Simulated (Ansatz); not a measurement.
SrTiO3 (cubic perovskite)

```
CELL_PARAMETERS angstrom
      3.93649     0.00000     0.00000
      0.00000     3.93649     0.00000
      0.00000     0.00000     3.93649
ATOMIC_POSITIONS crystal
  Sr 0.00000 0.00000 0.00000
  Ti 0.50000 0.50000 0.50000
  O  0.00000 0.50000 0.50000
  O  0.50000 0.50000 0.00000
  O  0.50000 0.00000 0.50000
```

In this cell atom 1 (Sr, nearest neighbour O at 2.784 Å; its periodic images, 3.9 Å or more away, move with it) is moved by s along Cartesian [110], unit vector (0.707, 0.707, 0.000); all other atoms and the cell stay fixed.

Computed with PBE (plane waves to 420 eV, PAW, scalar-relativistic; Ansatz, a quantum-chemistry and plane-wave program). k mesh 7×7×7 (Γ-centred), Fermi-Dirac smearing 0.05 eV. The energy includes the smearing's −TS. Left out: 2 of 11 points, with atoms too close for the PAW data. F∥ is the force on the atom along that direction. SrTiO3 is run without spin polarisation. SrTiO3 was relaxed with its symmetry unable to fall. The PAW data are Ansatz's earlier set. ΔE is measured from the undisplaced structure.

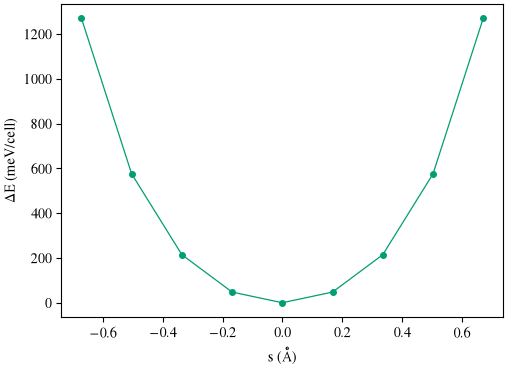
Figure. ΔE (meV/cell) against s (Å); one marker a computed point.

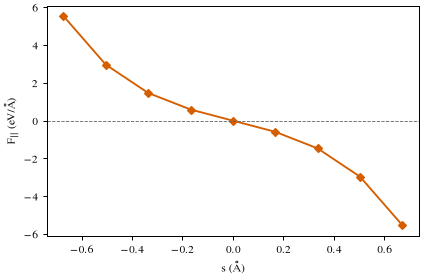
Figure: F∥ (eV/Å) against s (Å); markers are the computed points, lines only join them.

The force constant k = d²E/ds² at s = 0 (finite differences) is 3.23 eV/Å² and the force along the line at s = -0.672 Å is 5.54 eV/Å. Shape of the curve: a single well with its minimum at or next to zero displacement. Symmetry of the curve: even: the same for both signs. Harmonic estimate at the end of the scan: ½ks² = 730 meV/cell against the computed 1270 meV/cell, so the well is stiffer than harmonic there.

The forces along the line at the two nearest points give (0.591 − (-0.591)) / (2·0.168) = 3.52 eV/Å²; the next pair corrects for the finite step.

(A displaced cell: forces are minus the slopes of the energy, force constants its curvatures, and phonons follow from these.)
